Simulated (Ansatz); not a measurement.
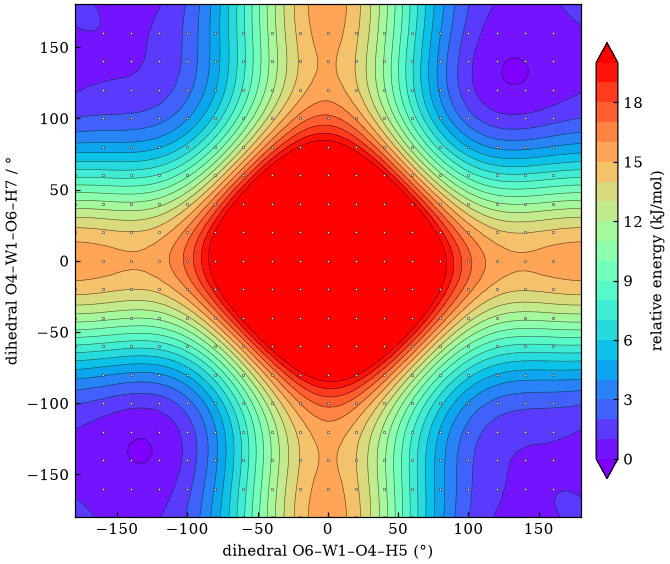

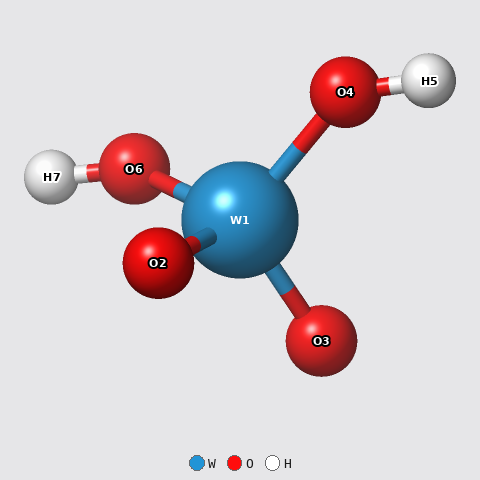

Energy landscape of WO2(OH)2 (H2O4W). Coordinates scanned: (1) dihedral O6–W1–O4–H5; (2) dihedral O4–W1–O6–H7. Nothing is relaxed (all other coordinates rigid). Grid: 18 × 18 points; 171 points were computed and 153 follow by symmetry. Points are written as (first, second). Energies are in kJ/mol, from the lowest grid point. Computed with RHF/def2-SVP (Ansatz).

The picture shows filled contours, dots at the grid points, one colour for all values above the top of the scale. Between grid points the surface is interpolated. The second picture is the structure at the lowest point.

Summarise what can be read from the map.

Answer. The lowest grid point is at (−140°, −140°); the map holds 2 wells of about this depth. The highest grid point, (0°, 0°), lies 38.5 kJ/mol above the lowest. On the interpolated surface the easiest way out of the lowest well to a well of about the same depth near (140°, 140°) passes a barrier of about 0.98 kJ/mol, counted from the interpolated bottom of the well. Round the minimum the contours are nearly round: the two directions are equally stiff and uncoupled.

The input of one point:

```yaml
crystal:
  periodic: [false, false, false]
  atoms:
    - { symbol: W, position_ang: [0.273172, 0.066579, 0.209808] }
    - { symbol: O, position_ang: [0.195001, 0.501815, 1.828326] }
    - { symbol: O, position_ang: [1.892423, 0.006917, -0.225617] }
    - { symbol: O, position_ang: [-0.615242, 1.337871, -0.836104] }
    - { symbol: H, position_ang: [-0.408124, 2.08543, -1.375548] }
    - { symbol: O, position_ang: [-0.514165, -1.613172, -0.030847] }
    - { symbol: H, position_ang: [-0.751374, -2.36804, 0.485528] }
basis:
  gaussian: { orbitals: def2-SVP }
hamiltonian:
  xc: hf
output:
  forces: true
```

Each point was launched as `ansatz run input.yaml --threads 1 --pin off --max-ram 2560MiB --backend cpu --events-out ev --progress --plain --runs-dir out`. Time for the 171 points that were run: 11 min on 1 thread of Arm Neoverse N1, with other jobs on the host.
